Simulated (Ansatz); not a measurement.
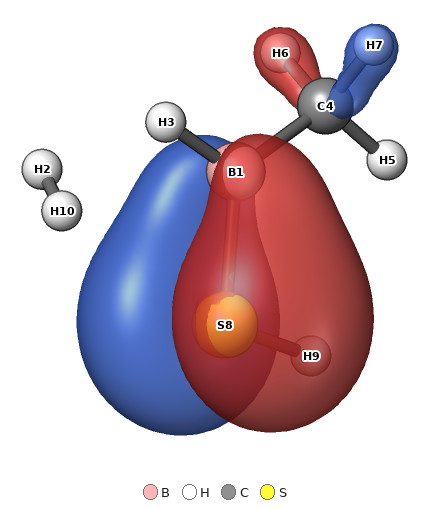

*CH₅BS···H₂. The HOMO at ±0.1 Å⁻³ᐟ² (blue and red are the two phases), seen at a tilt.*

Level of theory: Ansatz 0.2.0, RKS B3LYP-D4/6-31G*.

```yaml
atoms:
  - { symbol: B, position_ang: [0.0804, -0.7126, -0.6834] }
  - { symbol: H, position_ang: [-0.2908, 0.4570, 2.7739] }
  - { symbol: H, position_ang: [1.0486, -0.0246, -0.8180] }
  - { symbol: C, position_ang: [-1.3587, -0.1677, -0.9725] }
  - { symbol: H, position_ang: [-2.1690, -0.8932, -0.8425] }
  - { symbol: H, position_ang: [-1.5601, 0.6919, -0.3168] }
  - { symbol: H, position_ang: [-1.4095, 0.2275, -1.9970] }
  - { symbol: S, position_ang: [0.4726, -2.3764, -0.1287] }
  - { symbol: H, position_ang: [-0.7781, -2.8888, -0.0531] }
  - { symbol: H, position_ang: [-0.0460, -0.1503, 2.4207] }
```

Describe this orbital and give its energy.

Answer. It lies mainly on S8 (about 80 %) and B1 (about 15 %); largely a lone pair of S8. Its energy is −7.69 eV.
